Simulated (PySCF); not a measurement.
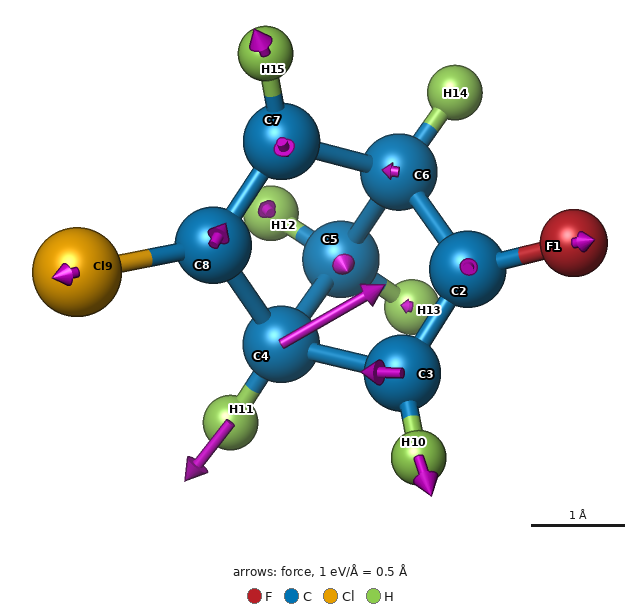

Starting geometry of C₇H₆ClF with the computed forces as purple arrows. Style: ball-and-stick. Shown face on.

The start comes from GFN2-xTB. Its atoms were then displaced at random by about 0.01 Å.

Method: PySCF, PBE0-D3(BJ)/def2-SVP geometry optimisation, gas phase. 

Question: What follows when this structure is relaxed?

Answer: It isn't relaxed: the largest force vector, on C4, is 2.63 eV/Å. The final displacements follow the starting forces only in part (cosine between the two patterns 0.63). The atom that moves furthest after the best rigid fit is H15 (0.047 Å). By element the largest moves are H 0.047 Å, C 0.036 Å, F 0.025 Å, Cl 0.014 Å. Among the contacts that change: C4–H11 1.053 → 1.097 Å, C3–H10 1.062 → 1.088 Å, C3–C4 1.560 → 1.534 Å, C8–Cl9 1.688 → 1.710 Å. Bond angles that change, for instance: C8–C4–H11 118.0° → 115.0°, C4–C3–H10 124.0° → 126.4°, C3–C4–C5 97.5° → 99.6°. After 5 geometry steps the energy has fallen by 11.5 kJ/mol. Cost: 51 s on 1 thread of AMD EPYC 9R14, on a shared host.
